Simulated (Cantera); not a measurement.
Charge: 1 mol CH3SiCl3, 1.9 mol HCl, 480 mol H2, 0.19 mol C2H4, at 0.100 bar.

These are equilibrium values from Cantera (NASA tables, ideal gas, pure condensed phases), not measurements of a reactor. Candidate condensed phases: C, C6H6, C7H8, C8H18, Si, SiC; 109 gas species. The feed counts by its element totals alone. Rates play no part.

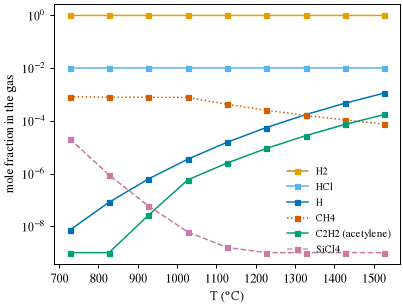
Fig. 1. Equilibrium gas composition (values under 1e-9 drawn at 1e-9)

From 727 °C to 927 °C the condensed part is SiC(s). From 1027 °C to 1527 °C the condensed part is C(graphite) + SiC(s). The main Si-bearing gas is SiCl4 at 727 °C and SiCl2 at 1527 °C. The share of Si in condensed phases is highest at 1027 °C (100.0 %) and lowest at 727 °C (98.1 %).
